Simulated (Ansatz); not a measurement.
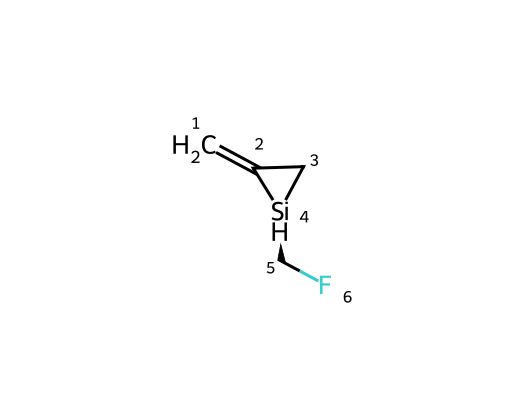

Skeletal drawing with numbered atoms; wedges and dashes mark any stereocentres. The configuration is that of a computed structure (PBE-D4/def2-SVP).

### Assign CIP descriptors.

Si4: R.
